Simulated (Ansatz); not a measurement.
# One shape, several levels: [AlH4]− (SMILES [AlH4-])

Wanted: a comparison of 6 runs (revPBE/3-21G, revPBE/6-31G, wB97X/3-21G, RPA@PBE/3-21G, CCSDT/6-31G, UCCSD(T)/6-31G) of [AlH4]−. 

Program for the calculation: Ansatz 0.2.0.

2 further runs of the same task are left out: 2 set aside as unsound or not needed.

### Step 1. The molecule

The species is [AlH4]− (5 atoms), meant as a singlet with charge -1. As SMILES, `[AlH4-]`. The H2–Al1 distance was set to 3.255 Å, away from the relaxed value. At this shape a bond of the SMILES string is far longer than usual.

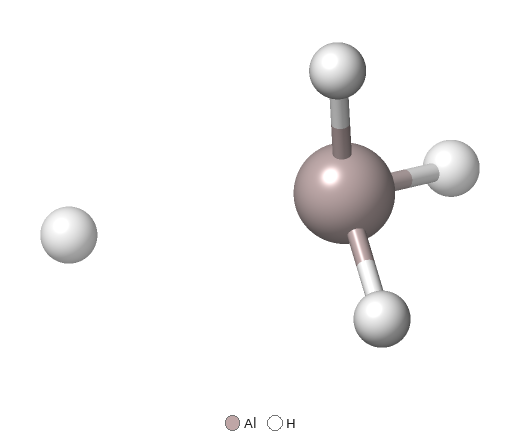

The structure, seen from a chosen angle (aluminium light grey, hydrogen white).

### Step 2. A single-point energy at revPBE/3-21G (run 1)

The input, job.yaml:

```yaml
crystal:
  periodic: [false, false, false]
  atoms:
    - {symbol: Al, position_ang: [-1.443548, 0.504389, -0.558569]}
    - {symbol: H, position_ang: [1.443510, -0.504270, 0.556410]}
    - {symbol: H, position_ang: [-2.626498, -0.100171, 0.381641]}
    - {symbol: H, position_ang: [-1.647368, -0.012801, -2.088199]}
    - {symbol: H, position_ang: [-1.500198, 2.130179, -0.521239]}
basis:
  gaussian:
    orbitals: 3-21G.json
total_charge: -1
hamiltonian:
  xc: {name: revPBE}
accuracy: high
```

The basis set 3-21G is read from a file made from the Basis Set Exchange's data (not shown).

Started as:

```sh
ansatz run job.yaml --threads 1 --pin off --max-ram 2610MiB --events-out events.jsonl --progress --plain --runs-dir runs
```

Standard output:

```text
Warning: RAYON_NUM_THREADS=1 ignored (pool sized by the plan → 1); use --threads N
Functional definition: revPBE
  name "revPBE"
  parameter kappa = 1.245
  parameter beta = 0.06672455060314922
  exchange = pbe_x(kappa = kappa, mu = beta*pi^2/3)
  correlation = pbe_c(beta = beta)
411 factors; integrals over basis functions are off by at most 4.8e-9 eV
mean field evaluation 1: about -6618.9911 eV, gradient 1.7e1 eV
mean field evaluation 2: about -6607.6458 eV, gradient 2.8e1 eV
mean field evaluation 4: about -6621.3121 eV, gradient 2.4e0 eV
mean field evaluation 8: about -6621.3432 eV, gradient 9.8e-2 eV
mean field evaluation 16: about -6621.3361 eV, gradient 1.8e-5 eV
mean field -6621.33612543 eV, -243.3296145066 hartree, gradient 3.6e-9 eV, S^2 0.000000; 0 other end points of the search recorded, 0 dependent functions left out
reference -6621.33613011 eV, -243.3296146786 hartree; 9, 9 occupied and 12, 12 virtual orbitals, 411 factors
Total energy: -6621.33613011 eV, -243.3296146786 hartree
```

Wall time 0.93 s (1 thread of Arm Neoverse V1, shared host).

### Step 3. The energy at revPBE/6-31G (run 2)

The input, molecule.yaml:

```yaml
crystal:
  periodic: [false, false, false]
  atoms:
    - {symbol: Al, position_ang: [-1.443548, 0.504389, -0.558569]}
    - {symbol: H, position_ang: [1.443510, -0.504270, 0.556410]}
    - {symbol: H, position_ang: [-2.626498, -0.100171, 0.381641]}
    - {symbol: H, position_ang: [-1.647368, -0.012801, -2.088199]}
    - {symbol: H, position_ang: [-1.500198, 2.130179, -0.521239]}
basis:
  gaussian: {orbitals: 6-31G}
total_charge: -1
hamiltonian: {xc: {name: revPBE}}
accuracy: high
```

Started as:

```sh
ansatz run molecule.yaml --threads 1 --pin off --max-ram 2610MiB --events-out events.jsonl --progress --plain --runs-dir runs
```

Standard output, cut to the lines that bear on the results:

```text
Warning: RAYON_NUM_THREADS=1 ignored (pool sized by the plan → 1); use --threads N
[... 6 set-up lines as earlier in the session ...]
473 factors; integrals over basis functions are off by at most 3.8e-9 eV
mean field evaluation 1: about -6655.2536 eV, gradient 1.8e1 eV
mean field evaluation 2: about -6643.8900 eV, gradient 2.7e1 eV
mean field evaluation 4: about -6657.5856 eV, gradient 2.4e0 eV
mean field evaluation 8: about -6657.6175 eV, gradient 1.2e-1 eV
mean field evaluation 16: about -6657.6116 eV, gradient 1.2e-5 eV
mean field -6657.61158123 eV, -244.6627129192 hartree, gradient 1.5e-9 eV, S^2 0.000000; 0 other end points of the search recorded, 0 dependent functions left out
reference -6657.61158634 eV, -244.6627131067 hartree; 9, 9 occupied and 12, 12 virtual orbitals, 473 factors
Total energy: -6657.61158634 eV, -244.6627131067 hartree
```

It took 1.1 s on 1 thread of Arm Neoverse V1, shared host.

Run 3 isn't shown in full; the table further down has it.

### Step 4. A single-point energy at RPA@PBE/3-21G (run 4)

The input, run.yaml:

```yaml
crystal:
  periodic: [false, false, false]
  atoms:
    - {symbol: Al, position_ang: [-1.443548, 0.504389, -0.558569]}
    - {symbol: H, position_ang: [1.443510, -0.504270, 0.556410]}
    - {symbol: H, position_ang: [-2.626498, -0.100171, 0.381641]}
    - {symbol: H, position_ang: [-1.647368, -0.012801, -2.088199]}
    - {symbol: H, position_ang: [-1.500198, 2.130179, -0.521239]}
basis:
  gaussian:
    orbitals: 3-21G.json
accuracy: high
correlation:
  method: rpa
  frozen_orbitals: {Al: 5, H: 0}
total_charge: -1
hamiltonian:
  xc: {name: PBE}
```

The basis set 3-21G is read from a file made from the Basis Set Exchange's data (not shown).

Started as:

```sh
ansatz run run.yaml --threads 1 --pin off --max-ram 2610MiB --events-out events.jsonl --progress --plain --runs-dir runs
```

Standard output:

```text
Warning: RAYON_NUM_THREADS=1 ignored (pool sized by the plan → 1); use --threads N
Functional definition: PBE
  name "PBE"
  parameter kappa = 0.804
[... 3 set-up lines as earlier in the session ...]
411 factors; integrals over basis functions are off by at most 4.8e-9 eV
mean field evaluation 1: about -6616.2612 eV, gradient 1.7e1 eV
mean field evaluation 2: about -6616.2575 eV, gradient 1.7e1 eV
mean field evaluation 4: about -6617.9684 eV, gradient 7.7e0 eV
mean field evaluation 8: about -6618.5350 eV, gradient 7.4e-1 eV
mean field evaluation 16: about -6618.5380 eV, gradient 7.2e-6 eV
mean field -6618.53803713 eV, -243.2267866582 hartree, gradient 3.8e-8 eV, S^2 0.000000; 0 other end points of the search recorded, 0 dependent functions left out
5 core orbitals not correlated: weight in the atoms' cores, before any rotation towards them, 1.000 or more for the frozen orbitals, at most 0.000 for the correlated occupied ones
reference -6605.57170615 eV, -242.7502827838 hartree; 4, 4 occupied and 12, 12 virtual orbitals, 411 factors
Total energy: -6610.11744593 eV, -242.9173356395 hartree
```

It took 1.4 s on 1 thread of Arm Neoverse V1, shared host; peak memory 0.094 GiB.

Run 5 isn't shown in full; the table further down has it.

### Step 5. A single-point energy at UCCSD(T)/6-31G (run 6)

molecule.yaml, as its differences from that of step 3:

```diff
@@ -9,5 +9,13 @@
 basis:
-  gaussian: {orbitals: 6-31G}
+  gaussian:
+    orbitals: 6-31G
 total_charge: -1
-hamiltonian: {xc: {name: revPBE}}
+magnetization:
+  spin_polarized: true
+  initial_magnetization: 0
+correlation:
+  method: ccsd_t
+  frozen_orbitals: {Al: 5, H: 0}
 accuracy: high
+scf:
+  omitted_lower_state_checks: [cluster_reference, increment]
```

Started as:

```sh
ansatz run molecule.yaml --threads 1 --pin off --max-ram 2610MiB --events-out events.jsonl --progress --plain --runs-dir runs
```

Standard output:

```text
Warning: RAYON_NUM_THREADS=1 ignored (pool sized by the plan → 1); use --threads N
[... 13 lines left out ...]
5 core orbitals not correlated: weight in the atoms' cores, before any rotation towards them, 1.000 or more for the frozen orbitals, at most 0.000 for the correlated occupied ones
[... 35 lines left out ...]
Total energy: -6644.39415675 eV, -244.1769815285 hartree
Checks for a lower state left out: cluster_reference, increment
```

It took 0.44 s on 1 thread of Arm Neoverse V1, shared host.

### Step 6. All runs side by side

| run | level | frozen core orbitals | energy (Eh) | wall time |
| --- | --- | --- | --- | --- |
| 1 | revPBE/3-21G | – | -243.329615 | 0.93 s |
| 2 | revPBE/6-31G | – | -244.662713 | 1.1 s |
| 3 | wB97X/3-21G | – | -243.361059 | 4.2 s |
| 4 | RPA@PBE/3-21G | 5 | -242.917336 | 1.4 s |
| 5 | CCSDT/6-31G | 5 | -244.178169 | 0.44 s |
| 6 | UCCSD(T)/6-31G | 5 | -244.176982 | 0.44 s |

### Step 7. What came out

| quantity | value |
| --- | --- |
| run 6: total energy | -244.17698 Eh |
| run 6: correlation energy (5 core orbitals frozen) | -83.0 mEh |
| run 6: (T) correction | -1.70 mEh |
| run 6: ⟨S²⟩ of the reference determinant | 0.614 |
| run 6: T1 diagnostic | 0.101 |

Totals of different functionals can't be ranked against each other. In run 5 the log says that unrestricted orbitals would lower the reference, so the values rest on an unstable closed-shell determinant (other closed-shell runs at this shape may share the fault). Spin contamination of the reference: run 6 ⟨S²⟩ = 0.61. Where it is this large, the reference is a mixture of spin states, and values that rest on it are in doubt. All runs together took 8.5 s, the longest 4.2 s.
